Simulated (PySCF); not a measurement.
## Electronic structure of C₄H₉Cl₂NSi₂ in real space

```json
{"atom": "N", "x (Å)": "0.0362", "y (Å)": "-2.9991", "z (Å)": "-0.5937"}
{"atom": "C", "x (Å)": "0.0171", "y (Å)": "-1.8682", "z (Å)": "-0.7742"}
{"atom": "Si", "x (Å)": "-0.0302", "y (Å)": "-0.0221", "z (Å)": "-1.0748"}
{"atom": "C", "x (Å)": "1.2246", "y (Å)": "0.8405", "z (Å)": "0.0448"}
{"atom": "Si", "x (Å)": "3.0346", "y (Å)": "0.2979", "z (Å)": "-0.2222"}
{"atom": "C", "x (Å)": "-1.8484", "y (Å)": "0.5038", "z (Å)": "-0.7502"}
{"atom": "C", "x (Å)": "-2.5272", "y (Å)": "-0.3756", "z (Å)": "0.2638"}
{"atom": "Cl", "x (Å)": "-1.6120", "y (Å)": "-0.4035", "z (Å)": "1.7867"}
{"atom": "Cl", "x (Å)": "-4.1899", "y (Å)": "0.1888", "z (Å)": "0.6071"}
{"atom": "H", "x (Å)": "0.2393", "y (Å)": "0.1512", "z (Å)": "-2.5084"}
{"atom": "H", "x (Å)": "0.9629", "y (Å)": "0.6720", "z (Å)": "1.0896"}
{"atom": "H", "x (Å)": "1.1526", "y (Å)": "1.9166", "z (Å)": "-0.1175"}
{"atom": "H", "x (Å)": "3.1494", "y (Å)": "-1.1397", "z (Å)": "0.0083"}
{"atom": "H", "x (Å)": "3.8844", "y (Å)": "1.0402", "z (Å)": "0.7116"}
{"atom": "H", "x (Å)": "3.4144", "y (Å)": "0.6205", "z (Å)": "-1.5993"}
{"atom": "H", "x (Å)": "-2.4258", "y (Å)": "0.4575", "z (Å)": "-1.6741"}
{"atom": "H", "x (Å)": "-1.8801", "y (Å)": "1.5376", "z (Å)": "-0.4054"}
{"atom": "H", "x (Å)": "-2.6106", "y (Å)": "-1.4121", "z (Å)": "-0.0686"}
```

Geometry: GFN2-xTB.

Method: PBE0/pcSseg-1, SCF density, gas phase, non-relativistic in PySCF.

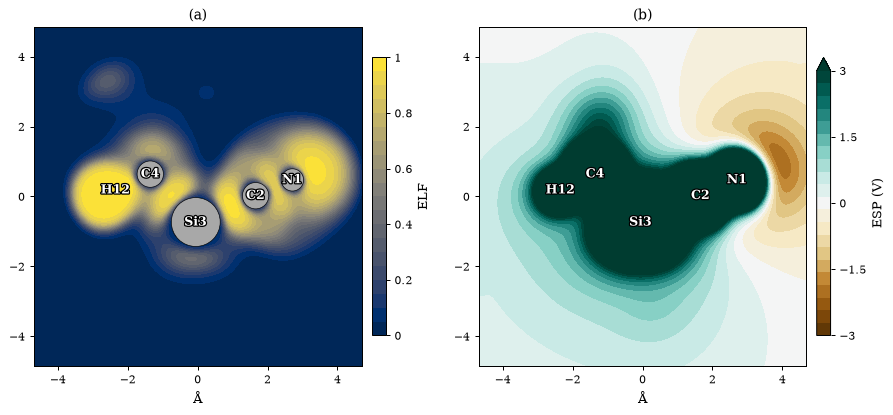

Figure 1. (a) electron localisation function; (b) electrostatic potential on the plane of atoms C2, Si3 and C4. Grey discs cover the atomic cores in the ELF map.

Read the bonding off the picture.

Answer. The plane passes through N, C, Si and H nuclei. C–N (1.15 Å): the ELF peaks at about 0.90 between the atoms; a short, multiple covalent bond. C–Si (1.87 Å): the ELF peaks at about 1 between the atoms (a shared electron pair). C–H (1.09 Å): the ELF climbs to about 1 towards the hydrogen, as it does in any bond to H (a covalent bond by its length). The ELF also peaks beside N1, away from the bonds: lone-pair regions. Outside the dense part of the molecule the potential is most negative (−2.1 V) near N1.

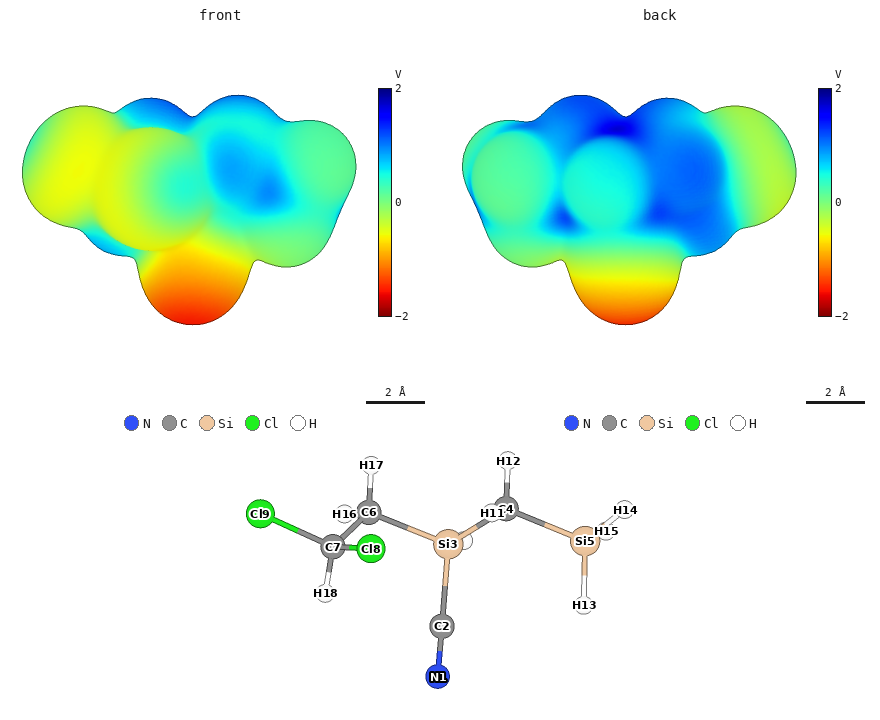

Figure 2. The electrostatic potential painted on the density surface at 0.001 e/bohr³, seen from the front and from behind; red is negative and blue positive. The bare structure is drawn below in the same view.

Which sites attract a positive test charge, and which a negative one?

Answer. A positive charge is drawn to the negative regions and a negative charge to the positive ones. The most negative region (about −1.5 V, or −35 kcal/mol for a unit charge) lies over N1, the most positive (about +1.5 V, or +35 kcal/mol for a unit charge) over Si3. Cl8 shows a σ-hole: about +0.4 V, or +9 kcal/mol for a unit charge at the tip opposite its bond, against about −0.4 V, or −9 kcal/mol for a unit charge on its flanks. Cl9 shows a σ-hole: about +0.3 V at the tip opposite its bond, against about −0.3 V on its flanks. N1 is the likeliest acceptor of a hydrogen bond.
